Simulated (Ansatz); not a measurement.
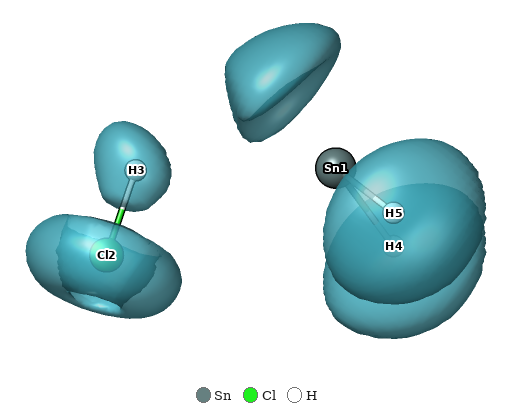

The picture shows: H₂Sn···HCl. Isosurface of the electron localisation function at 0.85 (cyan), seen from one side. Core shells and regions of very low density are left out.

Core potentials replace the inner electrons of Sn; not at a stationary point (largest force 1.0 eV/Å).

All numbers below come from RKS PBE/def2-TZVP in Ansatz 0.2.0.

```xyz
5

Sn   -0.0301    0.0000   -0.7958
Cl    1.9714    0.0000    2.2059
H     2.3538    0.0000    0.9246
H    -1.2513    1.2727   -0.5332
H    -1.2513   -1.2727   -0.5332
```

Q: Identify the bonds, lone pairs and shells in this picture.

A: The surface consists of three regions around hydrogen nuclei, one ring or bowl of non-bonding electrons around Cl and one lobe on Sn, pointing away from the bonds (lone pairs). Along the contacts the grid gives the following. Sn1···H3 (2.94 Å): the ELF dips to about 0.10 between them. Cl–H (1.34 Å): the ELF climbs to about 1 towards the hydrogen, as it does in any bond to H; a covalent bond by its length.
